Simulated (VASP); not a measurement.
**ZrB3: density, localisation and related maps**

```
Zr B
1.0
     3.42771    0.00000    0.00000
     0.00000    3.42771    0.00000
     0.00000    0.00000    3.42744
Zr B
1 3
Cartesian
  0.0000 0.0000 0.0000
  0.0000 1.7139 1.7137
  1.7139 0.0000 1.7137
  1.7139 1.7139 0.0000
```

Space group Pm-3m; a generated structure, not necessarily the stable one.

All numbers below come from Kohn-Sham DFT of a periodic cell, PBE, VASP PAW PBE potentials, recommended in VASP 6.6.1.

In a PAW calculation such maps are meaningful between the atoms, not at the nuclei.

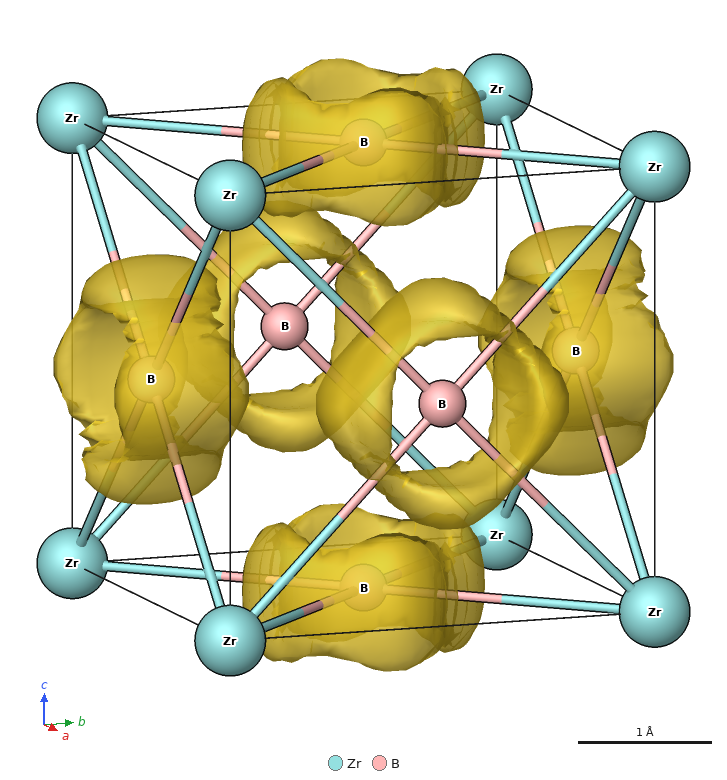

Figure 1. Isosurface of the ELF at 0.7 (yellow), seen slightly off an axis. Only the valence region is drawn (cores and ρ < 0.01 e/Å³ removed). Sticks mark near contacts.

Question: Where are the electrons localised?

Answer: The ELF exceeds this value in three regions wrapped around B (the valence shell of each), counted in one cell of 4 atoms. Regions shared between cells count once. Along the contacts the grid gives the following. Zr–B (2.42 Å): the ELF peaks at about 0.75 in the valence shell of B, 0.7 Å from its nucleus, and is about 0.20 at the midpoint.

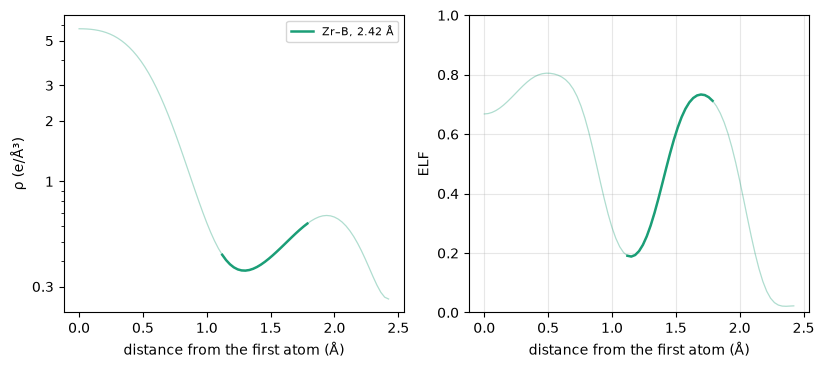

Figure 2. Valence charge density (pseudo) and ELF along straight lines between neighbouring atoms. Thin, pale parts lie inside the atomic spheres.

Question: What can be read from the curves?

Answer: Zr–B (2.42 Å): the density is about 0.37 e/Å³ at the midpoint; the ELF peaks at about 0.75 in the valence shell of B, 0.7 Å from its nucleus, and is about 0.20 at the midpoint.
